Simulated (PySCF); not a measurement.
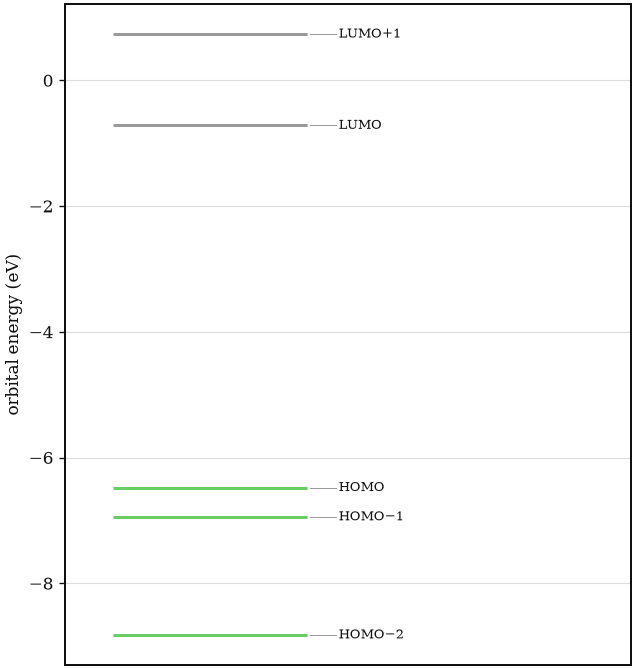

Kohn-Sham orbital energies near the frontier, PBE0/def2-SVPD, PySCF 2.14.0, at a GFN2-xTB geometry (no frequency check), isolated molecule; empty levels in grey, levels within 0.03 eV side by side.

Which molecule has this level scheme?
A. C₃H₁₀N₂Si, SMILES C=N[Si@@H](C)NC
B. C₄H₉FGe, SMILES C/[C]([GeH3])=C/CF, singlet
C. C₆H₁₂S, SMILES C=CSCCCC

A. HOMO −6.48 eV, LUMO −0.72 eV, separation 5.76 eV.

Note: the tight-binding geometry is rougher than a DFT one and adds to the error; one conformer of a flexible molecule; empty levels above zero depend strongly on the basis.
